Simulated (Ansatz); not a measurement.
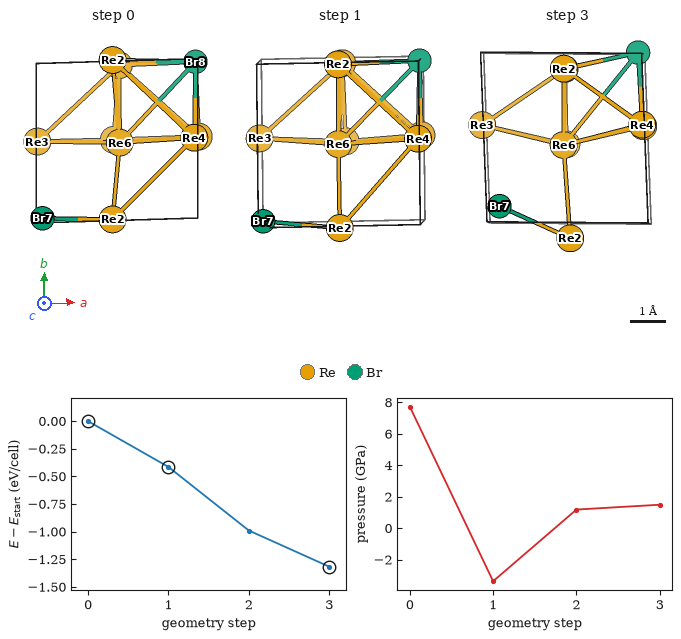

Frames of a relaxation of a crystal of Re₃Br (a generated structure, set up in P1) (coarse preliminary run), marked on the history of the run. The picture is a ball-and-stick view of the cell of the calculation, seen along the c axis.

Level of theory: DFT PBE, scalar-relativistic, plane waves, PAW (Ansatz). Settings: plane-wave cutoff 420 eV; k-point mesh 6 × 6 × 4; occupations gaussian; smearing width 0.2 eV; no spin polarisation; cell and atoms relaxed; force threshold 0.025 eV/Å; at most 60 steps.

What happens along the run?

The run was cut off at its time limit before the relaxation converged, so the last structure is only a point on the way. The largest move relative to the cell is that of a Re atom, 0.52 Å along [1 −3 0]. By element the largest moves are Re 0.52 Å, Br 0.37 Å. The volume changes by +4.2 %, with a 4.660 → 4.646 Å (−0.3 %), b 4.600 → 4.901 Å (+6.5 %), c 5.820 → 5.709 Å (−1.9 %), α 87.8° → 87.3°, β 87.9° → 89.7°, γ 88.2° → 92.6°. Among the contacts that change: Re–Re 3.192 → 4.194 Å, Re–Re 3.362 → 4.165 Å, Br–Re 3.115 → 3.689 Å, Re–Re 3.337 → 3.890 Å. The space group stays P1 (No. 1). Over 3 geometry steps the energy falls by 1.317 eV per cell of the calculation. The largest force component goes from 1.5 to 0.66 eV/Å. The pressure goes from 7.73 to 1.50 GPa. From step 0 to 1: a Re atom moves most (0.20 Å), volume +3.7 %, energy −0.414 eV per cell of the calculation. From step 1 to 3: a Re atom moves most (0.37 Å), volume +0.5 %, energy −0.903 eV per cell of the calculation.

```csv
step,"E − E(0), meV/atom","largest force component, eV/Å","pressure, GPa","volume, Å³/atom"
0,0.00,1.5261,7.73,15.566
1,-51.76,1.7845,-3.37,16.138
2,-123.68,0.5824,1.19,15.940
3,-164.58,0.6554,1.50,16.213
```
